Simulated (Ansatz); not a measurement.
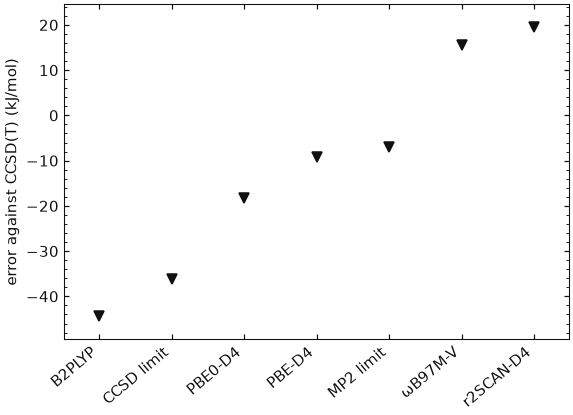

Error in the electronic atomisation energy (method less reference, so positive means overbinding) of BSi₂H₇S, SMILES [SiH3]BS[SiH3]: functionals in def2-TZVPP against frozen-core CCSD(T) at the limit (MP2 extrapolated from triple and quadruple zeta, plus CCSD(T) less MP2 in a smaller set), which gives 3372.4 kJ/mol, at a PBE0-D4/def2-TZVP geometry (no frequency check), no zero-point or spin-orbit term, the Ansatz code 0.2.0. The reference leaves out core correlation, a term that grows with the number of heavy atoms. B2PLYP holds a correlation term that converges slowly with the basis, so part of the distance to the limit is basis error. No dispersion term is added to B2PLYP. Limit means the basis limit.

> Which of these levels overbind, and which underbind?

Overbind: none clearly. Underbind: B2PLYP and CCSD limit. Within 20 kJ/mol of zero, too close to call in view of what the reference leaves out: PBE0-D4, PBE-D4, MP2 limit, ωB97M-V and r2SCAN-D4.

> Give the values.

| level | kJ/mol |
| --- | --- |
| B2PLYP | −44.4 |
| CCSD limit | −36.2 |
| PBE0-D4 | −18.3 |
| PBE-D4 | −9.3 |
| MP2 limit | −6.9 |
| ωB97M-V | 15.6 |
| r2SCAN-D4 | 19.4 |

Caveats, for all or some of the runs: one conformer of a flexible molecule.
